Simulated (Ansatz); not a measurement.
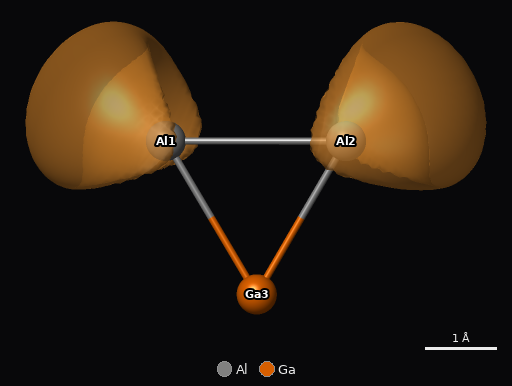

*Al2Ga (doublet). Isosurface of the ELF at 0.85 (orange), seen across its widest extent. Core shells and regions of very low density are left out.*

Geometry: B3LYP-D4/def2-TZVP.

The calculation used Ansatz 0.2.0, UKS PBE0-D4/def2-TZVP.

### Where are the electrons localised?

The surface consists of two lobes on Al, pointing away from the bonds (non-bonding electrons). Profiles from the grid: Al–Ga (2.52 Å): the ELF reaches about 0.55 near the midpoint. Al–Al (2.57 Å): the ELF peaks at about 0.65 between the atoms.
